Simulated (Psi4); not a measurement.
Run report: PN, geometry relaxation (part 3 of 3)

The same run, continued: PN (phosphorous nitride), SMILES N#P; BP86/aug-cc-pVDZ, RKS (Psi4 1.11). 

Geometry of the input (Å):
```
N  0.0000  0.0000  0.0000
P  0.0000  0.0000  1.4909
```

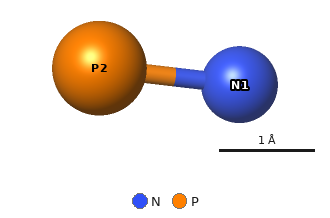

The geometry at step 2 of the log (ball-and-stick view, seen at a tilt; atoms are numbered from 1 in the order of the input).

Log, continued
```
       Center              X                  Y                   Z               Mass
    ------------   -----------------  -----------------  -----------------  -----------------
         N            0.000000000000     0.000000000000    -1.046198231919    14.003074004430
         P            0.000000000000     0.000000000000     0.472980688158    30.973761998420

  Nuclear repulsion =   36.574761791419199

   => Molecular Quadrature <=

    Radial Scheme          =       TREUTLER
    Pruning Scheme         =           NONE
    Nuclear Scheme         =       TREUTLER

    Blocking Scheme        =         OCTREE
    BS radius alpha        =              1
    Pruning alpha          =              1
    Radial Points          =             75
    Spherical Points       =            302
    Total Points           =          44337
    Total Blocks           =            412
    Max Points             =            256
    Max Functions          =             50
    Weights Tolerance      =       1.00E-15

  -Total Gradient:
     Atom            X                  Y                   Z
    ------   -----------------  -----------------  -----------------
       1        0.000000000000     0.000000000000     0.000433120975
       2       -0.000000000000    -0.000000000000    -0.000408126577

	total time  =          1 seconds =       0.02 minutes

    			-----------------------------------------

    			 OPTKING 3.0: for geometry optimizations

    			        with contributions from

    			-----------------------------------------

	                            ===> Fragment 1 <==

	 Z (Atomic Numbers)          Masses                          Geom
	       7.000000            14.003074          0.00000000  0.00000000 -1.97702813
	      15.000000            30.973762          0.00000000  0.00000000  0.89380396

	 - Coordinate -           - BOHR/RAD -       - ANG/DEG -
	 R(1,2)           =         2.870832           1.519179

	        --- Internal Coordinate Step in ANG or DEG, aJ/ANG or AJ/DEG ---
	-------------------------------------------------------------------------------
	           Coordinate      Previous         Force          Change          New
	           ----------      --------        ------          ------        ------
	               R(1,2)       1.51918        0.00347        0.00033       1.51951
	-------------------------------------------------------------------------------

	                                 ==> Convergence Check <==

	Measures of convergence in internal coordinates in au.

	Criteria marked as inactive (o), active & met (*), and active & unmet ( ).

	----------------------------------------------------------------------------------------------
	   Step    Total Energy     Delta E     Max Force     RMS Force      Max Disp      RMS Disp
	----------------------------------------------------------------------------------------------
	  Convergence Criteria     1.00e-06 *    3.00e-04 *             o    1.20e-03 *             o
	----------------------------------------------------------------------------------------------
	     3    -396.11231006   -2.41e-05      4.21e-04      4.21e-04 o    6.27e-04 *    6.27e-04 o  ~
	----------------------------------------------------------------------------------------------

Next Geometry in Ang
	Fragment 1 (Ang)

	    N   0.0000000000   0.0000000000  -1.0463642395
	    P   0.0000000000   0.0000000000   0.4731466957

    Structure for next step:
    Molecular point group: c2v
    Full point group: C_inf_v

    Geometry (in Angstrom), charge = 0, multiplicity = 1:

    N            0.000000000000     0.000000000000    -1.046426877597
    P            0.000000000000     0.000000000000     0.473084057660

gradient() will perform analytic gradient computation.

  ==> Geometry <==

    Molecular point group: c2v
    Full point group: C_inf_v

    Geometry (in Angstrom), charge = 0, multiplicity = 1:

       Center              X                  Y                   Z               Mass
    ------------   -----------------  -----------------  -----------------  -----------------
         N            0.000000000000     0.000000000000    -1.046426877597    14.003074004430
         P            0.000000000000     0.000000000000     0.473084057660    30.973761998420

  Running in c2v symmetry.

  Rotational constants: A = ************  B =      0.75711  C =      0.75711 [cm^-1]
  Rotational constants: A = ************  B =  22697.66069  C =  22697.66069 [MHz]
  Nuclear repulsion =   36.566770156822052

  Charge       = 0
  Multiplicity = 1
  Electrons    = 22
  Nalpha       = 11
  Nbeta        = 11

   => Molecular Quadrature <=

    Radial Scheme          =       TREUTLER
    Pruning Scheme         =           NONE
    Nuclear Scheme         =       TREUTLER

    Blocking Scheme        =         OCTREE
    BS radius alpha        =              1
    Pruning alpha          =              1
    Radial Points          =             75
    Spherical Points       =            302
    Total Points           =          44339
    Total Blocks           =            412
    Max Points             =            255
    Max Functions          =             50
    Weights Tolerance      =       1.00E-15

   => Auxiliary Basis Set <=

  Basis Set: (AUG-CC-PVDZ AUX)
    Blend: AUG-CC-PVDZ-JKFIT
    Number of shells: 68
    Number of basis functions: 214
    Number of Cartesian functions: 251
    Spherical Harmonics?: true
    Max angular momentum: 3

  Cached 100.0% of DFT collocation blocks in 0.062 [GiB].

  Minimum eigenvalue in the overlap matrix is 1.9127943001E-03.
  Reciprocal condition number of the overlap matrix is 4.5721345733E-04.
    Using symmetric orthogonalization.

  ==> Iterations <==

                           Total Energy        Delta E     RMS |[F,P]|

   @DF-RKS iter   0:  -396.11208274979720   -3.96112e+02   3.38461e-05
   @DF-RKS iter   1:  -396.11231017404248   -2.27424e-04   6.62612e-06 DIIS
   @DF-RKS iter   2:  -396.11231007534786    9.86946e-08   1.66737e-05 DIIS
   @DF-RKS iter   3:  -396.11231015250240   -7.71545e-08   1.01889e-05 DIIS
   @DF-RKS iter   4:  -396.11231019788966   -4.53873e-08   1.07810e-07 DIIS
   @DF-RKS iter   5:  -396.11231019789341   -3.75167e-12   1.59018e-08 DIIS
   @DF-RKS iter   6:  -396.11231019789392   -5.11591e-13   4.39917e-09 DIIS
  Energy and wave function converged.

  ==> Post-Iterations <==

   Electrons on quadrature grid:
      Ntotal   =   21.9999998078 ; deviation = -1.922e-07

    Orbital Energies [Eh]
    ---------------------

    Doubly Occupied:

       1A1   -76.428965     2A1   -14.064501     3A1    -6.373701
       1B1    -4.591649     1B2    -4.591649     4A1    -4.587302
       5A1    -0.783702     6A1    -0.459612     2B2    -0.307949
       2B1    -0.307949     7A1    -0.292458

    Virtual:

       3B2    -0.129522     3B1    -0.129522     8A1    -0.004939
       9A1     0.014558     4B1     0.045534     4B2     0.045534
      10A1     0.085091    11A1     0.130654    12A1     0.131382
       1A2     0.131382     5B1     0.136664     5B2     0.136664
      13A1     0.230181     6B2     0.237001     6B1     0.237001
      14A1     0.363779     7B2     0.465211     7B1     0.465211
      15A1     0.482750    16A1     0.549612     2A2     0.549613
      17A1     0.553109     8B1     0.600723     8B2     0.600723
      18A1     0.629530     3A2     0.629530     9B2     0.800913
       9B1     0.800913    19A1     0.850066    10B2     1.014989
      10B1     1.014989    20A1     1.033049    21A1     1.116590
      22A1     1.806369     4A2     2.127239    23A1     2.127245
      11B2     2.195801    11B1     2.195801    24A1     2.531777

    Final Occupation by Irrep:
             A1    A2    B1    B2
    DOCC [     7,    0,    2,    2 ]
    NA   [     7,    0,    2,    2 ]
    NB   [     7,    0,    2,    2 ]

  @DF-RKS Final Energy:  -396.11231019789392

   => Energetics <=

    Nuclear Repulsion Energy =             36.5667701568220522
    One-Electron Energy =                -618.3839351174359535
    Two-Electron Energy =                 215.7532791902061149
    DFT Exchange-Correlation Energy =     -30.0484244274860934
    Empirical Dispersion Energy =           0.0000000000000000
    VV10 Nonlocal Energy =                  0.0000000000000000
    Total Energy =                       -396.1123101978939189

Computation Completed

Properties will be evaluated at   0.000000,   0.000000,   0.000000 [a0]

Properties computed using the SCF density matrix

 Multipole Moments:

 ------------------------------------------------------------------------------------
     Multipole            Electronic (a.u.)      Nuclear  (a.u.)        Total (a.u.)
 ------------------------------------------------------------------------------------

 L = 1.  Multiply by 2.5417464519 to convert [e a0] to [Debye]
 Dipole X            :          0.0000000            0.0000000            0.0000000
 Dipole Y            :          0.0000000            0.0000000            0.0000000
 Dipole Z            :          1.4486551           -0.4322319            1.0164232
 Magnitude           :                                                    1.0164232

 ------------------------------------------------------------------------------------

	total time  =          0 seconds =       0.00 minutes

         ------------------------------------------------------------
                                   SCF GRAD
         ------------------------------------------------------------

  ==> Geometry <==

    Molecular point group: c2v
    Full point group: C_inf_v

    Geometry (in Angstrom), charge = 0, multiplicity = 1:

       Center              X                  Y                   Z               Mass
    ------------   -----------------  -----------------  -----------------  -----------------
         N            0.000000000000     0.000000000000    -1.046426877597    14.003074004430
         P            0.000000000000     0.000000000000     0.473084057660    30.973761998420

  Nuclear repulsion =   36.566770156822052

   => Molecular Quadrature <=

    Radial Scheme          =       TREUTLER
    Pruning Scheme         =           NONE
    Nuclear Scheme         =       TREUTLER

    Blocking Scheme        =         OCTREE
    BS radius alpha        =              1
    Pruning alpha          =              1
    Radial Points          =             75
    Spherical Points       =            302
    Total Points           =          44339
    Total Blocks           =            412
    Max Points             =            255
    Max Functions          =             50
    Weights Tolerance      =       1.00E-15

  -Total Gradient:
     Atom            X                  Y                   Z
    ------   -----------------  -----------------  -----------------
       1       -0.000000000000     0.000000000000     0.000045171201
       2        0.000000000000     0.000000000000    -0.000020171757

	total time  =          1 seconds =       0.02 minutes

    			-----------------------------------------

    			 OPTKING 3.0: for geometry optimizations

    			        with contributions from

    			-----------------------------------------

	                            ===> Fragment 1 <==

	 Z (Atomic Numbers)          Masses                          Geom
	       7.000000            14.003074          0.00000000  0.00000000 -1.97746021
	      15.000000            30.973762          0.00000000  0.00000000  0.89399930

	 - Coordinate -           - BOHR/RAD -       - ANG/DEG -
	 R(1,2)           =         2.871460           1.519511

	        --- Internal Coordinate Step in ANG or DEG, aJ/ANG or AJ/DEG ---
	-------------------------------------------------------------------------------
	           Coordinate      Previous         Force          Change          New
	           ----------      --------        ------          ------        ------
	               R(1,2)       1.51951        0.00027        0.00003       1.51954
	-------------------------------------------------------------------------------

	                                 ==> Convergence Check <==

	Measures of convergence in internal coordinates in au.

	Criteria marked as inactive (o), active & met (*), and active & unmet ( ).

	----------------------------------------------------------------------------------------------
	   Step    Total Energy     Delta E     Max Force     RMS Force      Max Disp      RMS Disp
	----------------------------------------------------------------------------------------------
	  Convergence Criteria     1.00e-06 *    3.00e-04 *             o    1.20e-03 *             o
	----------------------------------------------------------------------------------------------
	     4    -396.11231020   -1.34e-07 *    3.27e-05 *    3.27e-05 o    4.88e-05 *    4.88e-05 o  ~
	----------------------------------------------------------------------------------------------

Next Geometry in Ang
	Fragment 1 (Ang)

	    N   0.0000000000   0.0000000000  -1.0464397837
	    P   0.0000000000   0.0000000000   0.4730969637

    Final optimized geometry and variables:
    Molecular point group: c2v
    Full point group: C_inf_v

    Geometry (in Angstrom), charge = 0, multiplicity = 1:

    N            0.000000000000     0.000000000000    -1.046426877597
    P            0.000000000000     0.000000000000     0.473084057660

  Variable Map:
  ----------------------------------------------------------------------------
  "CURRENT ENERGY"              =>    -396.112310197894
  "CURRENT REFERENCE ENERGY"    =>    -396.112310197894
  "DD SOLVATION ENERGY"         =>       0.000000000000
  "DFT FUNCTIONAL TOTAL ENERGY" =>    -396.112310197894
  "DFT TOTAL ENERGY"            =>    -396.112310197894
  "DFT VV10 ENERGY"             =>       0.000000000000
  "DFT XC ENERGY"               =>     -30.048424427486
  "GRID ELECTRONS ALPHA"        =>      10.999999903887
  "GRID ELECTRONS BETA"         =>      10.999999903887
  "GRID ELECTRONS TOTAL"        =>      21.999999807775
  "NUCLEAR REPULSION ENERGY"    =>      36.566770156822
  "ONE-ELECTRON ENERGY"         =>    -618.383935117436
  "OPTIMIZATION ITERATIONS"     =>       4.000000000000
  "PCM POLARIZATION ENERGY"     =>       0.000000000000
  "PE ENERGY"                   =>       0.000000000000
  "SCF ITERATION ENERGY"        =>    -396.112310197894
  "SCF ITERATIONS"              =>       6.000000000000
  "SCF TOTAL ENERGY"            =>    -396.112310197894
  "TWO-ELECTRON ENERGY"         =>     215.753279190206
  "XC GRID RADIAL POINTS"       =>      75.000000000000
  "XC GRID SPHERICAL POINTS"    =>     302.000000000000
  "XC GRID TOTAL POINTS"        =>   44339.000000000000

  Array Variable Map:
  ----------------------------------------------------------------------------
  "CURRENT DIPOLE"              =>       0.000000000000 ... 1.016423187092 1 by 3
  "CURRENT GRADIENT"            =>      -0.000000000000 ... -0.000020171757 2 by 3
  "DFT TOTAL GRADIENT"          =>      -0.000000000000 ... -0.000020171757 2 by 3
  "SCF DIPOLE"                  =>       0.000000000000 ... 1.016423187092 1 by 3
  "SCF TOTAL ENERGIES"          =>    -396.112082749797 ... -396.112310197894 1 by 7
  "SCF TOTAL GRADIENT"          =>      -0.000000000000 ... -0.000020171757 2 by 3

    Psi4 run time: 0:00:06.04

[set-up sections that repeat, and orbital energies of the middle runs, are left out above]
```

Standard output
```
Optimizer: Optimization complete!
```

Trajectory as extended XYZ (Å, eV, eV/Å), 4 frames, from step=0 to step=3
```
2
Properties=species:S:1:pos:R:3:forces:R:3 step=0 energy=-10778.73901
N     0.0000    0.0000    0.0000    0.0000   0.0000  -1.8667
P     0.0000    0.0000    1.4909    0.0000   0.0000   1.8655
2
Properties=species:S:1:pos:R:3:forces:R:3 step=1 energy=-10778.76441
N     0.0000    0.0000   -0.0165    0.0000   0.0000  -0.2836
P     0.0000    0.0000    1.4983    0.0000   0.0000   0.2823
2
Properties=species:S:1:pos:R:3:forces:R:3 step=2 energy=-10778.76507
N     0.0000    0.0000   -0.0195    0.0000   0.0000  -0.0223
P     0.0000    0.0000    1.4997    0.0000   0.0000   0.0210
2
Properties=species:S:1:pos:R:3:forces:R:3 step=3 energy=-10778.76507
N     0.0000    0.0000   -0.0197    0.0000   0.0000  -0.0023
P     0.0000    0.0000    1.4998    0.0000   0.0000   0.0010
```

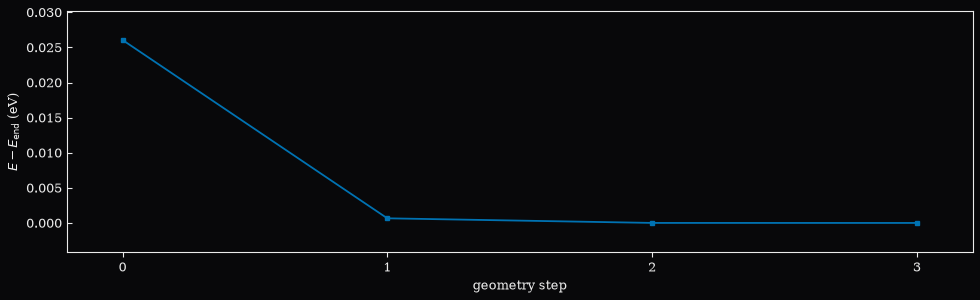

Progress of the relaxation, step by step (steps are counted from 0). The energy falls by 0.026 eV in 3 geometry steps. Largest force component: 1.9 eV/Å at the start, 0.0023 eV/Å at the end. The largest moves after the best rigid fit, 0.014 Å, are those of N1 and P2. Largest moves by element: N 0.014 Å, P 0.014 Å. Among the contacts that change: N1–P2 1.491 → 1.520 Å. (Atoms are counted from 1 in the order of the input.)

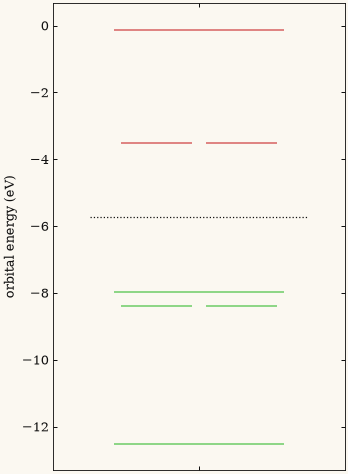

Orbital energies near the frontier; the dotted line parts filled from empty levels, and levels within 0.02 eV of each other stand side by side. Highest filled −7.96 eV, lowest empty −3.52 eV, 4.44 eV apart.

Results in brief

```tsv
quantity	value
outcome	converged
total energy	−396.112310 hartree
HOMO	−7.96 eV
LUMO	−3.52 eV
dipole moment	2.58 D
hardware	1 thread of Intel Xeon @ 2.90GHz (Ice Lake), 64 GiB of memory available, shared host
wall time	7.2 s
peak memory	0.34 GiB
```
